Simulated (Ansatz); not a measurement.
```tsv
atom	x (Å)	y (Å)	z (Å)
In	-0.0028	0.0035	-1.1824
N	0.0024	-0.0029	1.1004
H	-0.6241	0.7177	1.4617
H	0.9423	0.1783	1.4555
H	-0.3080	-0.9085	1.4550
F	1.9057	0.3575	-1.4325
F	-1.2637	1.4802	-1.4255
F	-0.6517	-1.8258	-1.4322
```

Geometry: PBE0-D4/def2-SVP; core potentials replace the inner electrons of In.

Computed with Ansatz 0.2.0, RKS PBE0-D4/def2-TZVP.

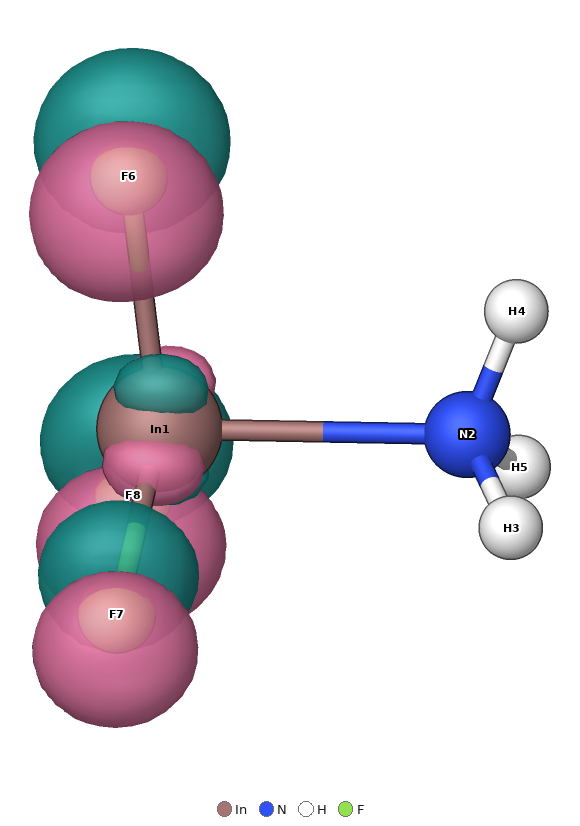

F$_{3}$H$_{3}$InN (In(NH3)F3). The HOMO at ±0.15 Å⁻³ᐟ² (teal and pink are the two phases), seen at a tilt.

Where does this orbital lie, and at what energy?

Answer. It lies mainly on F8 (about 35 %), F6 (about 35 %), F7 (about 20 %) and In1 (about 10 %); largely a combination of lone pairs on F8, F6 and F7. It is one of a degenerate set, so its orientation is arbitrary. Its energy is −10.03 eV.
